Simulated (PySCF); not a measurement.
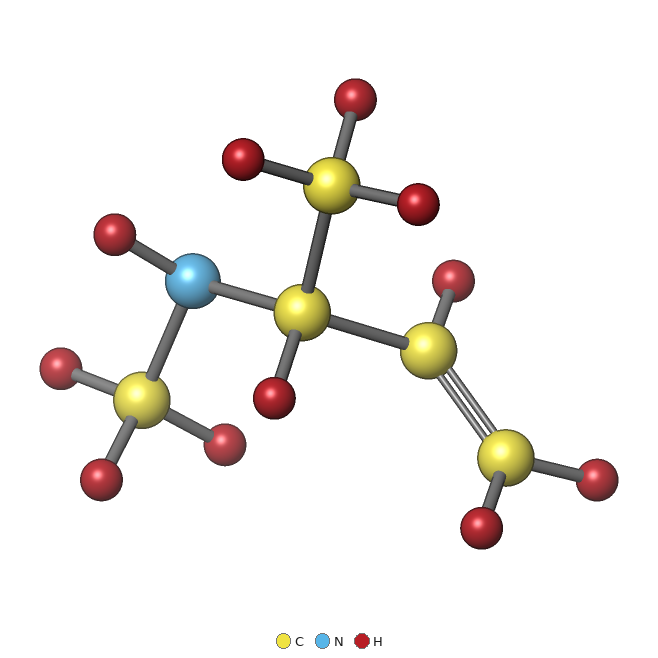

A ball-and-stick model of a molecule. Double and triple bonds are drawn as two and three sticks.

The computed structure is the end point of a GFN2-xTB optimisation. No frequency run is at hand to confirm it as a minimum.

Identify the structure.

It has 17 atoms: 5 carbon, 11 hydrogen and 1 nitrogen (C5H11N). Its SMILES string is `C=C[C@@H](C)NC`. It has no ring. Among its groups: secondary amine, alkene. This geometry has C1 symmetry. Coordination: 2 C trigonal planar; 3 C tetrahedral; 1 N trigonal pyramidal.

The parts below concern this one geometry. Atoms keep their numbers from picture to picture.

### Shape

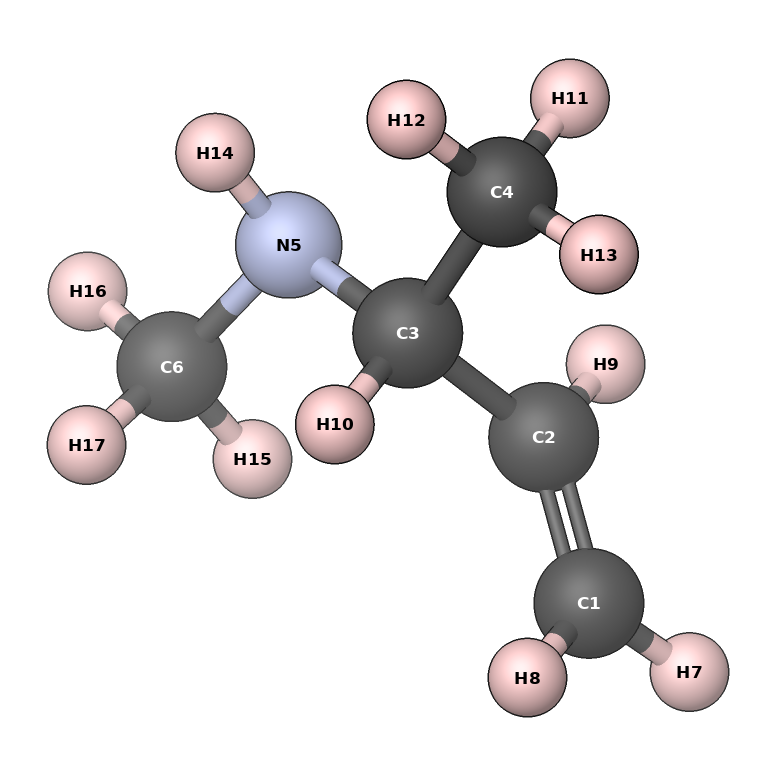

Distant atoms are faded towards the background colour. No frequency run is at hand to confirm it as a minimum.

**Find the stereocentres and stereogenic double bonds.**

Centres: C3.

**What are the Cahn–Ingold–Prelog descriptors?**

C3: R (priorities N5 > C2 > C4 > H10).

### Excitation

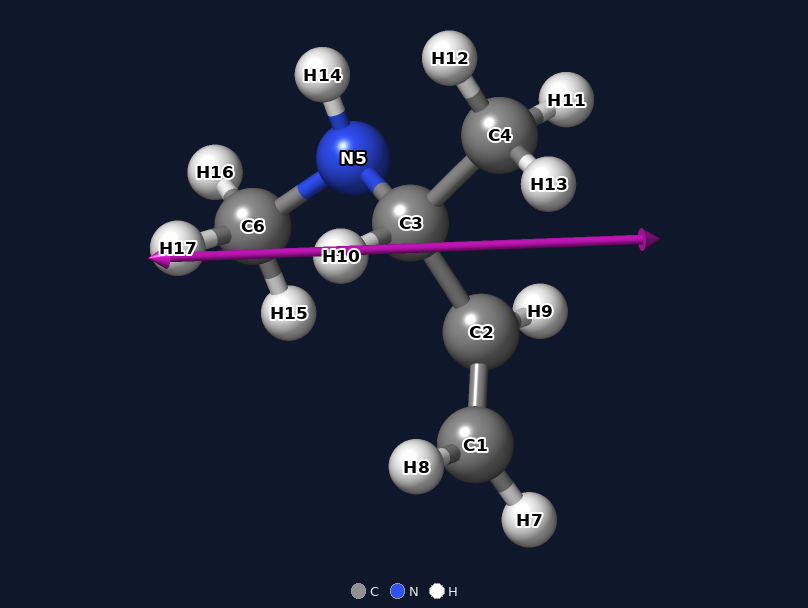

The double arrow shows the direction of the transition dipole to excited singlet state 3 (its length means nothing). No frequency run is at hand to confirm it as a minimum. Level of theory: TDDFT PBE0/def2-SVPD, vertical, gas phase, core orbitals frozen in the response (PySCF 2.14.0).

**Where does the transition lie, and how strong is it?**

6.90 eV (180 nm), oscillator strength 0.024, mainly HOMO → LUMO+2 (weight 0.60); transition dipole 0.96 D.

### NMR shielding

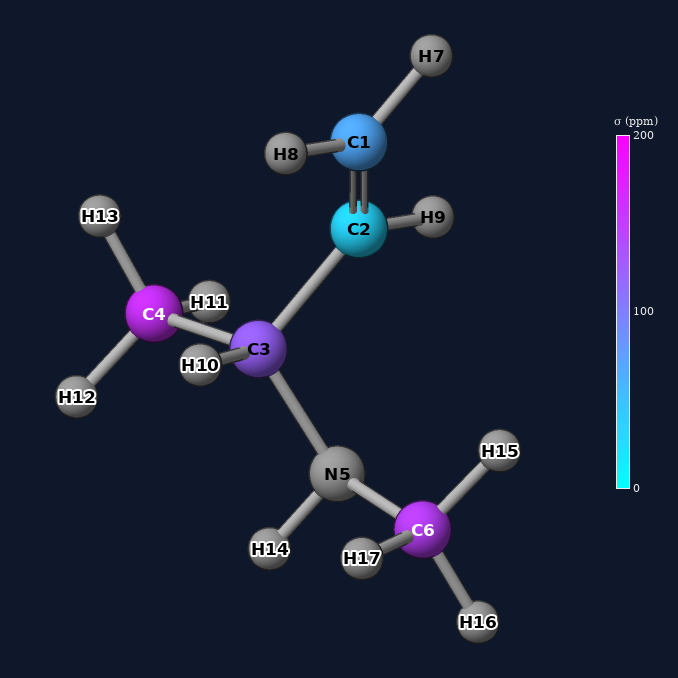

Atoms are coloured by their isotropic NMR shieldings (C only, the others grey). No frequency run is at hand to confirm it as a minimum. Level of theory: GIAO PBE0/pcSseg-1 NMR shielding, non-relativistic, gas phase (PySCF 2.14.0).

**Which C atom is the most shielded (lowest chemical shift)?**

C4 (160.8 ppm).

**Which C atom is the least shielded (highest chemical shift)?**

C2 (30.7 ppm).

**How wide is the range of C shifts?**

130.1 ppm.

Give the isotropic NMR shieldings of the C atoms atom by atom.

```json
{"atom": "C1", "σ (ppm)": "65.4"}
{"atom": "C2", "σ (ppm)": "30.7"}
{"atom": "C3", "σ (ppm)": "121.5"}
{"atom": "C4", "σ (ppm)": "160.8"}
{"atom": "C6", "σ (ppm)": "148.6"}
```

### Polarisability

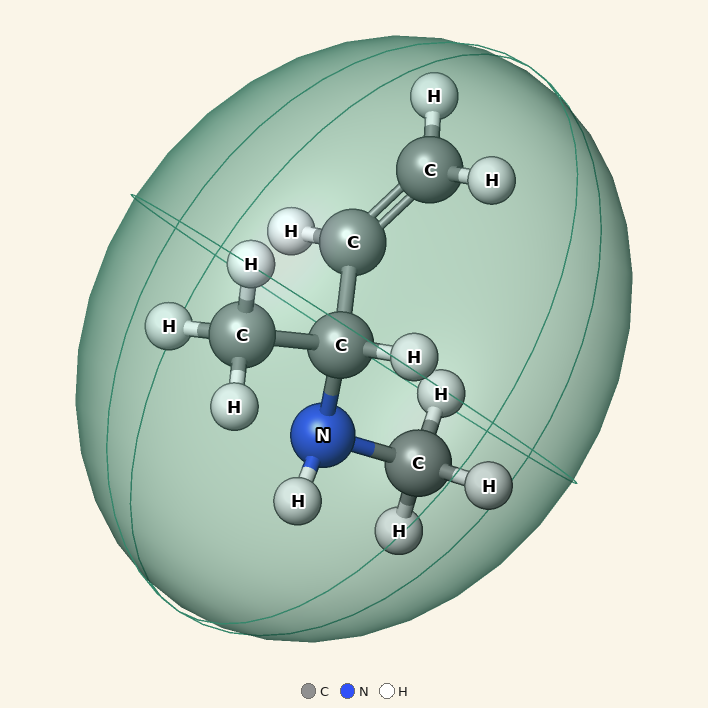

The ellipsoid shows the static dipole polarisability: its half-axes are proportional to the principal values. No frequency run is at hand to confirm it as a minimum. Level of theory: PBE0/def2-SVPD (PySCF 2.14.0).

**How large and how anisotropic is the polarisability?**

Principal values 62.3, 71.0, 82.2 bohr³; mean 71.8 bohr³ (10.64 Å³); anisotropy 17.2 bohr³, so the longest axis is 1.32 times the shortest.

### Quadrupole coupling

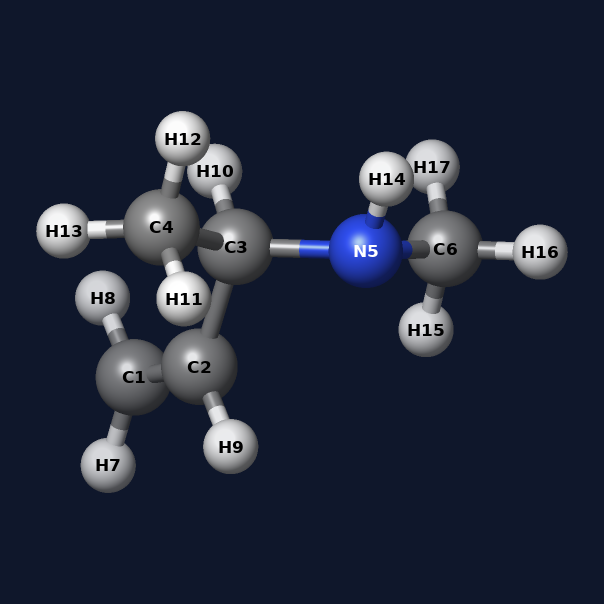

No frequency run is at hand to confirm it as a minimum. Electric field gradients from the ground-state density, PBE0/pcSseg-1 (PySCF 2.14.0), non-relativistic apart from any core potentials.

Give the largest field-gradient component, the quadrupole coupling constant and the asymmetry for 14N at N5 (Q = 20.44 mb).

```csv
atom,V_zz (a.u.),e²qQ/h (MHz),η
N5,−1.220,−5.86,0.08
```
